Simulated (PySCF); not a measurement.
Run report: CH₉SSi₃, EPR calculation

- system: CH₉SSi₃, multiplicity 2, SMILES C[Si]([SiH3])S[SiH3]
- method: UKS B3LYP, IGLO-III on C S Si, pcH-1 on H, non-relativistic, mean-field spin-orbit, GIAO (PySCF 2.14.0)

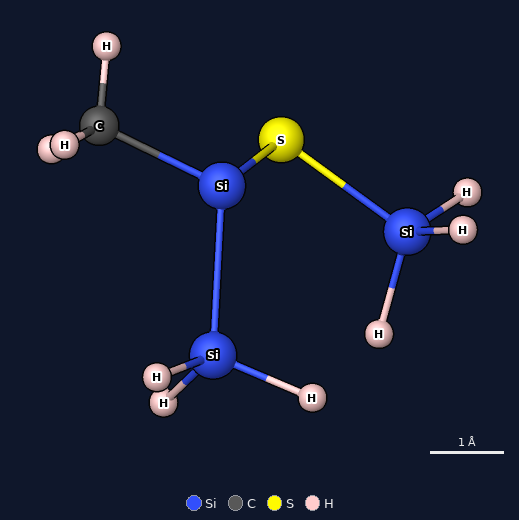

**Figure 1.** The structure as given in the input (ball-and-stick view, seen at a tilt). Bond lengths as drawn: C–H 1.10 Å, C–Si 1.89 Å, H–Si 1.49 to 1.50 Å, Si–Si 2.35 Å and S–Si 2.15 to 2.16 Å.

### Summary

```json
{"quantity": "outcome", "value": "converged"}
{"quantity": "total energy", "value": "−1310.336710 hartree"}
{"quantity": "⟨S²⟩", "value": "0.753"}
{"quantity": "isotropic g", "value": "2.0056"}
{"quantity": "hardware", "value": "1 CPU thread, shared host"}
{"quantity": "wall time", "value": "2.5 min"}
{"quantity": "peak memory", "value": "0.98 GiB"}
```

### The input
```
{"job": {"kind": "epr"}, "charge": 0, "multiplicity": 2}
Si     0.128561     0.870735    -0.392344
Si    -1.560018     0.067251     1.030182
C     -0.552248     1.529190    -2.022381
S      1.571082    -0.647044    -0.925976
Si     1.990010    -1.490115     1.007772
H     -2.206442    -1.182011     0.513861
H     -1.007134    -0.209177     2.391009
H     -2.597820     1.139921     1.145678
H      0.258978     1.944021    -2.640002
H     -1.287562     2.326140    -1.832785
H     -1.044267     0.723778    -2.591428
H      3.196463    -2.346916     0.834897
H      2.255758    -0.415911     2.009758
H      0.847361    -2.324271     1.486503
```

The first line tells a small driver script what to run in PySCF; the rest is the geometry in Å.

Launched with:
```bash
OMP_NUM_THREADS=1 python <driver script> task.json out
```

### Log
```
UKS, coarse grid
  cycle   1  E = -1310.28717754  |g| = 3.36e-01
  cycle   2  E = -1310.24818145  |g| = 4.04e-01
  cycle   3  E = -1310.33456599  |g| = 6.22e-02
  cycle   4  E = -1310.33647351  |g| = 1.92e-02
  cycle   5  E = -1310.33667335  |g| = 7.78e-03
  cycle   6  E = -1310.33670751  |g| = 2.23e-03
  cycle   7  E = -1310.33671072  |g| = 7.10e-04
UKS, final grid
  cycle   1  E = -1310.33671004  |g| = 8.49e-04
  cycle   2  E = -1310.33670959  |g| = 1.23e-03
  cycle   3  E = -1310.33671049  |g| = 8.99e-05
  cycle   4  E = -1310.33671050  |g| = 3.10e-05
  cycle   5  E = -1310.33671050  |g| = 1.30e-05
E = -1310.33671050 Eh   <S^2> = 0.7528 (exact 0.7500)
g shifts (ppm)      1          2          3
  rmc          -152       -152       -152
  gc              5         61         53
  oz_so        -135       2736       7500
  total        -282       2645       7402
hyperfine (MHz)  atom isotope    a_iso     a_fc   dipolar eigenvalues
    0  29Si    -489.00    -489.83   -144.30     71.18     73.11
    1  29Si     -88.19     -88.35    -18.89      7.82     11.07
    2   13C      17.64      17.61     -3.51     -2.98      6.49
    3   33S       6.79       6.82    -12.56    -11.20     23.76
    4  29Si      -2.39      -2.43     -1.12      0.32      0.80
    5    1H      62.26      62.26     -2.48     -0.19      2.67
    6    1H      -5.74      -5.74     -2.49     -1.19      3.68
    7    1H      -3.74      -3.74     -2.58     -1.15      3.72
    8    1H       8.30       8.29     -3.69     -2.35      6.04
    9    1H      -0.67      -0.68     -3.50     -2.03      5.53
   10    1H      55.24      55.24     -3.45      0.24      3.21
   11    1H      -1.20      -1.20     -1.06     -0.69      1.74
   12    1H       1.76       1.75     -1.94     -1.37      3.31
   13    1H       0.23       0.22     -1.14     -0.80      1.94
```

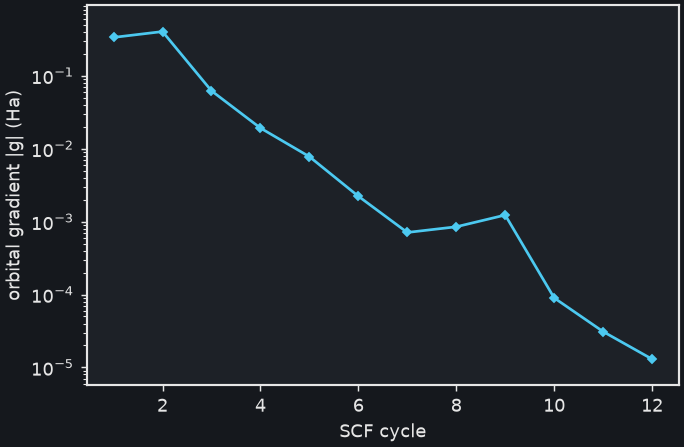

**Figure 2.** Convergence of the self-consistent field: orbital gradient |g| against the SCF cycle. All cycles printed in the log are drawn one after another.

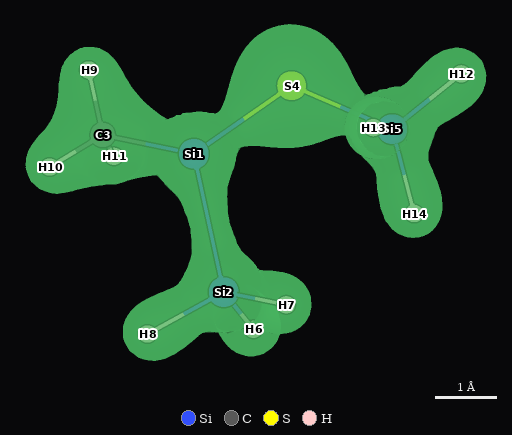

**Figure 3.** Isosurface of the total electron density at 0.5 e/Å³ (green), seen at an oblique angle. At this value the surface is in one piece. On the grid the lowest density along these lines, outside the cores, is 0.8 e/Å³ (C–Si, 1.89 Å), 0.64 e/Å³ (Si–S, 2.15 Å), 0.61 e/Å³ (Si–Si, 2.35 Å) and 1.8 e/Å³ (C–H, 1.10 Å).

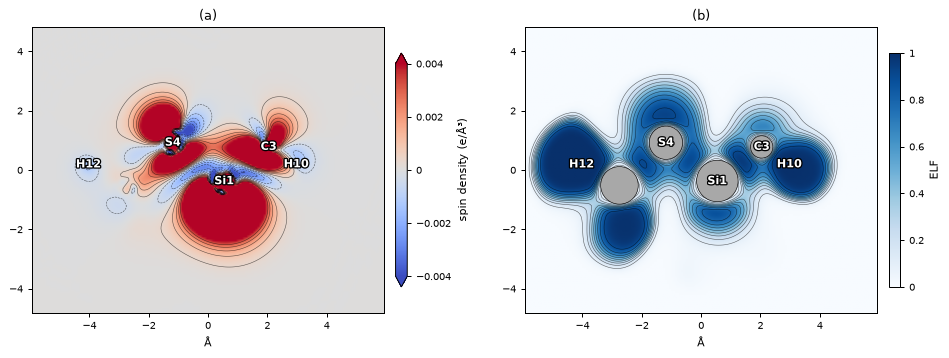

**Figure 4.** (a) spin density (α minus β); (b) electron localisation function on the plane of atoms Si1, C3 and H10. Grey discs, where drawn, cover atomic cores. Atoms in the plane: Si, C, S and H. Si–S (2.16 Å): the ELF peaks at about 0.90 between the atoms (a shared electron pair). C–H (1.10 Å): the ELF climbs to about 1 towards the hydrogen, as it does in any bond to H (a covalent bond by its length). The unpaired spin (1 electron) lies mostly on Si1 (about 0.7), S4 (about 0.1) and Si2 (about 0.1), in electrons by Hirshfeld's partition.
